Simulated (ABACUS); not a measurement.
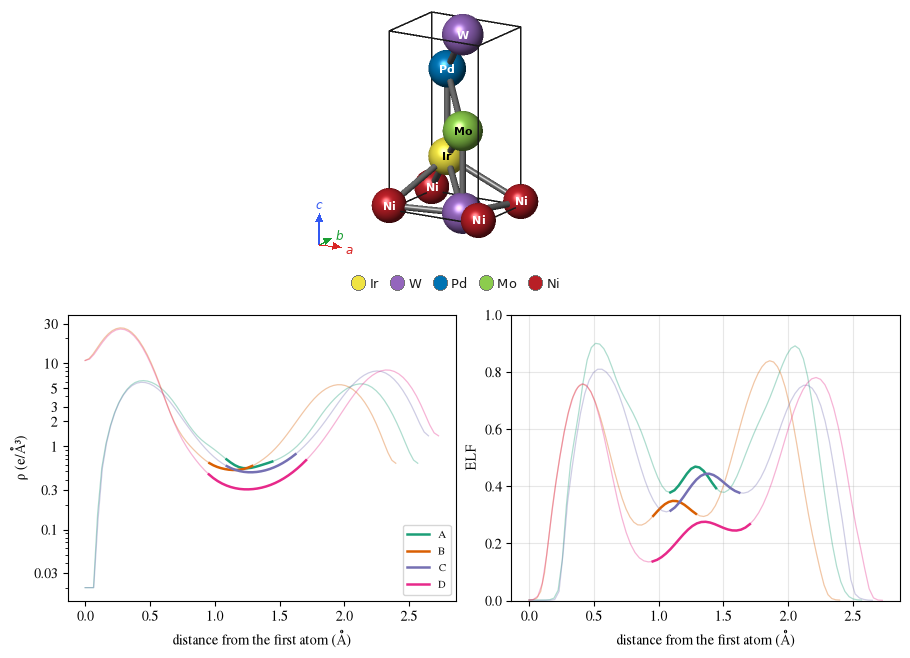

Figure. NiMoIrPdW. Valence charge density (pseudo) and electron localisation function along straight lines between neighbouring atoms. Thin, pale parts lie inside the atomic spheres. The structure is drawn too.

Space group P3m1; a generated structure, not necessarily the stable one; changed on purpose from its base cell (strain along c = 0.03); not relaxed (largest force 0.6 eV/Å); computed pressure about −6 GPa in this cell; spin-polarised, but the moments vanished.

The calculation used ABACUS, Kohn-Sham DFT of a periodic cell, PBE, PseudoDojo NC SR 0.4.1 PBE standard.

Core electrons are replaced by pseudopotentials, and the valence fields are smoothed inside the atomic spheres.

Which curve belongs to which contact (Mo–Ir, Mo–W, Ni–Ir and Ni–W)? The first atom named is at distance zero.

Answer. Curve A: Mo–W (2.57 Å): ρ at the midpoint is about 0.55 e/Å³; the ELF is about 0.45 at the midpoint. Curve B: Ni–W (2.40 Å): the density is about 0.53 e/Å³ at the midpoint; the ELF is about 0.35 at the midpoint. Curve C: Mo–Ir (2.65 Å): ρ is about 0.49 e/Å³ halfway; the ELF is about 0.45 at the midpoint. Curve D: Ni–Ir (2.73 Å): the density is about 0.32 e/Å³ at the midpoint; the ELF is about 0.30 at the midpoint; no localised pair shows between them.
